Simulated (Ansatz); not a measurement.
# H5MgSi2 (SMILES [SiH2+][Mg][SiH3]) (charge +1): what the fields show

Input file:

```
basis:
  gaussian: {orbitals: def2-TZVPD}
crystal:
  periodic: [false, false, false]
  atoms:
    - {symbol: Mg, position_ang: [-1.310542, 1.263426, 1.531415]}
    - {symbol: Si, position_ang: [-0.864837, 2.348941, -1.003396]}
    - {symbol: Si, position_ang: [-1.718574, 0.270833, 3.859935]}
    - {symbol: H, position_ang: [-1.864681, 2.553727, -2.100206]}
    - {symbol: H, position_ang: [0.427067, 2.856060, -1.567667]}
    - {symbol: H, position_ang: [-2.752554, -0.798965, 3.741429]}
    - {symbol: H, position_ang: [-0.432432, -0.297068, 4.360986]}
    - {symbol: H, position_ang: [-2.194811, 1.361935, 4.760215]}
total_charge: 1
hamiltonian: {xc: pbe0}
output: {forces: true, orbitals: {seedname: orbitals}}
```

Command:

```sh
ansatz run input.yaml --threads 1 --pin off --max-ram 2610MiB --events-out events.jsonl --progress --plain --runs-dir runs
```

Geometry: PBE0-D3(BJ)/def2-SVP.

The calculation used isolated molecule in a Gaussian basis; Kohn-Sham density functional theory, functional PBE0 (Ansatz).

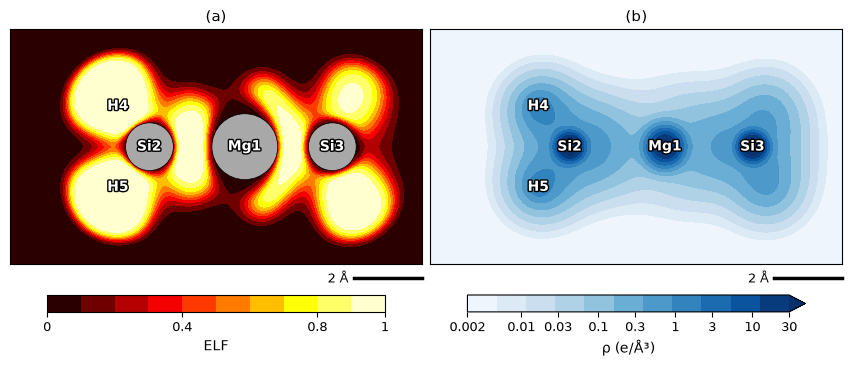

Figure 1. (a) ELF; (b) total electron density on the plane of atoms H4, Si2 and H5. Grey discs cover the atomic cores in the ELF map.

What do the fields say about this system?

Answer.
- The section cuts through Mg, Si and H sites.
- Mg–Si (2.56 Å): ρ is about 0.36 e/Å³ halfway; the ELF peaks at about 1 in the valence shell of Si, 1.2 Å from its nucleus, and is about 1 at the midpoint.
- Si–H (1.50 Å): ρ is about 0.83 e/Å³ halfway; the ELF climbs to about 1 towards the hydrogen, as it does in any bond to H.
- Mg–Si (2.79 Å): the density is about 0.28 e/Å³ at the midpoint; the ELF peaks at about 1 in the valence shell of Si, 1.2 Å from its nucleus, and is about 1 at the midpoint.

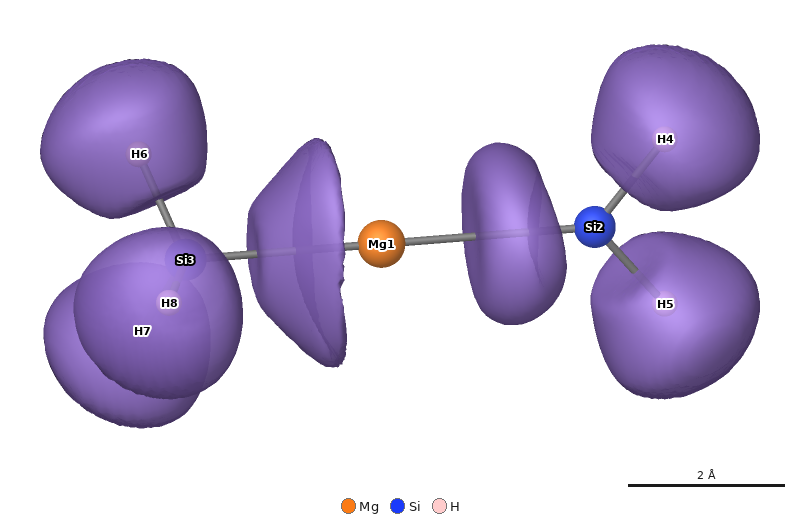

Figure 2. Isosurface of the ELF at 0.85 (purple), seen at a tilt. Core shells and regions of very low density are left out.

What do the ELF domains correspond to?

Answer. At this value the surface marks out five regions around hydrogen nuclei, one lobe of the valence shell of Mg pointing towards Si (polar bonds) and one lobe of the valence shell of Si pointing towards Mg (polar bonds). Along the contacts the grid gives the following. Si–H (1.49 Å): the ELF climbs to about 1 towards the hydrogen.

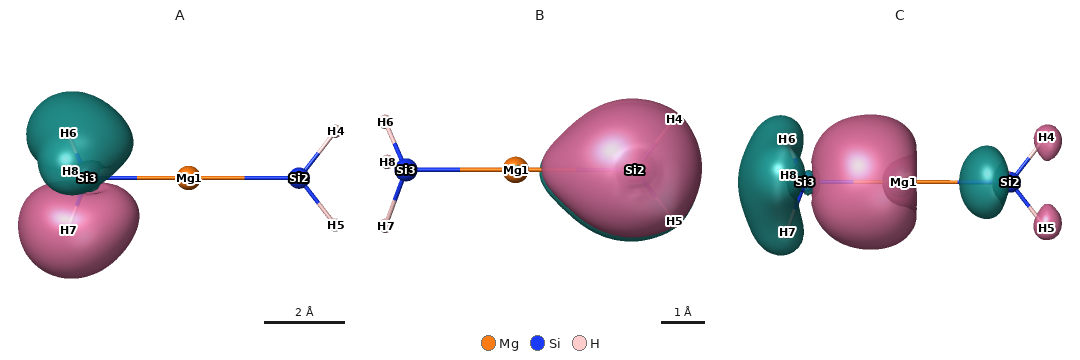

Figure 3. Three frontier orbitals at ±0.08 Å⁻³ᐟ² (teal and pink are the two phases), in no order.

Order the three orbitals by energy and name them.

Answer. A is the HOMO−1 (−13.10 eV). Its weight (Hirshfeld) is mainly on Si3 (about 45 %), H6 (about 25 %) and H7 (about 25 %). C is the HOMO (−10.99 eV). By Hirshfeld shares it lies mainly on Si3 (about 45 %), Mg1 (about 35 %) and Si2 (about 5 %). B is the LUMO (−8.79 eV). It lies mainly on Si2 (about 80 %) and Mg1 (about 10 %).

What is the HOMO–LUMO gap?

Answer. 2.20 eV between the orbital energies.

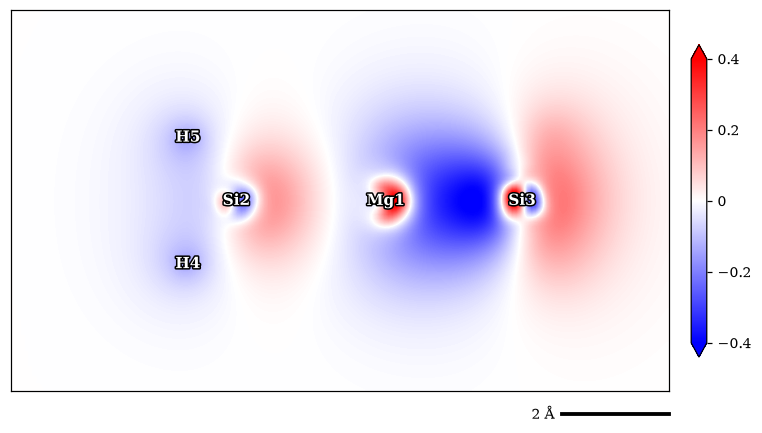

Figure 4. One frontier orbital on the plane of atoms Mg1, Si2 and H5 (values in Å⁻³ᐟ²; the overall sign is arbitrary).

Which orbital is it: HOMO or LUMO?

Answer. The HOMO, at −10.99 eV. It lies mainly on Si3 (about 45 %), Mg1 (about 35 %) and Si2 (about 5 %).
